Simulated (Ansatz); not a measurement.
Mo3O9

Input file:

```
crystal:
  periodic: [false, false, false]
  atoms:
    - {symbol: O, position_ang: [1.445184, 2.987595, 0.261593]}
    - {symbol: Mo, position_ang: [0.056696, 2.036674, 0.088702]}
    - {symbol: O, position_ang: [-1.266951, 3.086798, 0.003780]}
    - {symbol: O, position_ang: [-0.124466, 0.798049, 1.517492]}
    - {symbol: Mo, position_ang: [-0.195401, -1.090155, 1.712424]}
    - {symbol: O, position_ang: [1.076405, -1.664179, 2.669030]}
    - {symbol: O, position_ang: [-1.639106, -1.588112, 2.440224]}
    - {symbol: O, position_ang: [-0.060737, -1.716210, -0.075956]}
    - {symbol: Mo, position_ang: [0.134392, -0.946353, -1.801517]}
    - {symbol: O, position_ang: [-1.149892, -1.366501, -2.819390]}
    - {symbol: O, position_ang: [1.561723, -1.456616, -2.552768]}
    - {symbol: O, position_ang: [0.162143, 0.919010, -1.443614]}
basis:
  gaussian: {orbitals: def2-TZVP, initial_orbitals: start.molden}
hamiltonian: {xc: pbe0, dispersion: d4}
scf: {omitted_lower_state_checks: [starts]}
output: {orbitals: {seedname: orbitals}}
```

Command:

```sh
ansatz run in.yaml --threads 2 --pin off --events-out ev --progress --plain --max-ram 32768MiB --backend cuda --devices 0, --max-vram 18GiB
```

Geometry: PBE-D4/def2-SVP; core potentials replace the inner electrons of Mo.

Theory: RKS PBE0-D4/def2-TZVP in Ansatz 0.2.0.

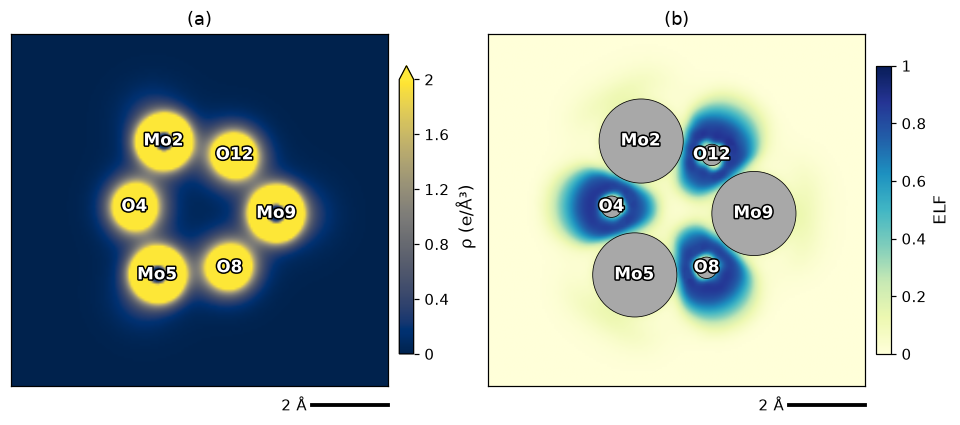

Figure 1. (a) electron density; (b) electron localisation function on the plane of atoms Mo2, O12 and Mo9. Grey discs cover the atomic cores in the ELF map.

What does the map show?

Atoms in the plane: Mo and O.
Mo–O (1.90 Å): the density is about 1.1 e/Å³ at the midpoint; the ELF peaks at about 0.85 in the valence shell of O, 0.5 Å from its nucleus, and drops to about 0.25 between the two atoms.

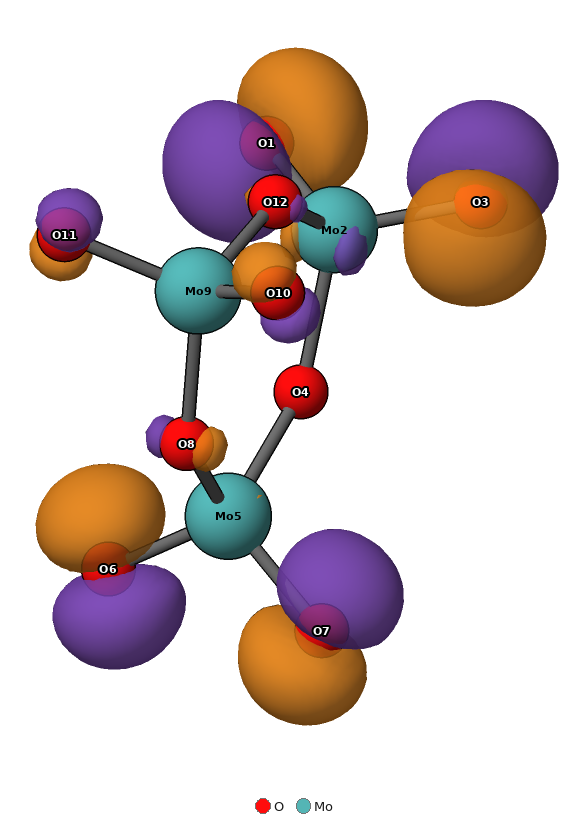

Figure 2. The HOMO−1 at ±0.1 Å⁻³ᐟ² (orange and purple are the two phases), seen at an oblique angle.

What is the character of this orbital?

Its weight (Hirshfeld) is mainly on O1 (about 25 %), O3 (about 25 %), O7 (about 15 %) and O6 (about 15 %); largely a combination of lone pairs on O1, O3, O7 and O6. It is one of a degenerate set, so its orientation is arbitrary. Its energy is −10.10 eV.

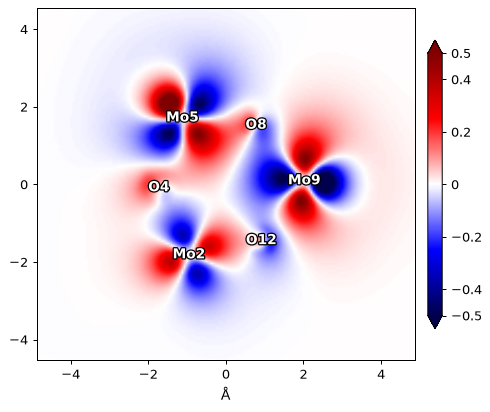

Figure 3. The LUMO on the plane of atoms Mo2, O4 and Mo5 (values in Å⁻³ᐟ²; the overall sign is arbitrary).

Where does this orbital lie, and at what energy?

Its weight (Hirshfeld) is mainly on Mo5 (about 30 %), Mo9 (about 30 %) and Mo2 (about 10 %). It is one of a degenerate set, so its orientation is arbitrary. Its energy is −4.37 eV.
